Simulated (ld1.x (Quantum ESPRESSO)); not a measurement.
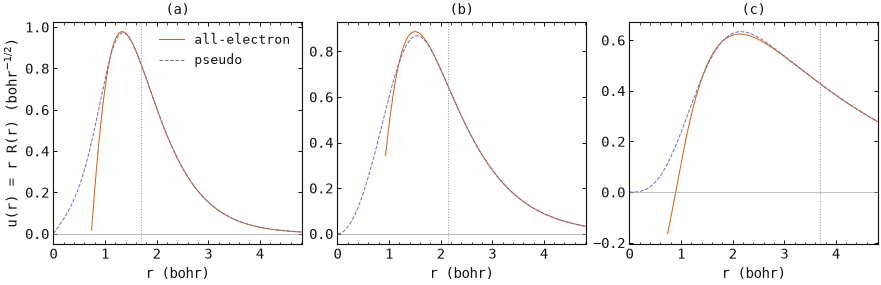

All-electron valence functions (solid) with their pseudo partners (dashed). Dotted lines mark the matching radii. The all-electron curves start outside the innermost oscillations, which aren't drawn.

ld1.x (Quantum ESPRESSO) 7.5, LDA (PZ), scalar-relativistic. The levels are (a) -42.30 eV, (b) -24.05 eV, (c) -3.13 eV.

> Identify the atom and the shell in each panel.

Praseodymium (Pr), core [Kr] 4d10 4f2, valence 5s2 5p6 5d1 6s2 6p0 (neutral): (a) 5s, (b) 5p, (c) 5d.

> Are the pseudo-waves norm-conserving?

Yes. The TM semilocal scheme keeps the all-electron norm inside the radius.
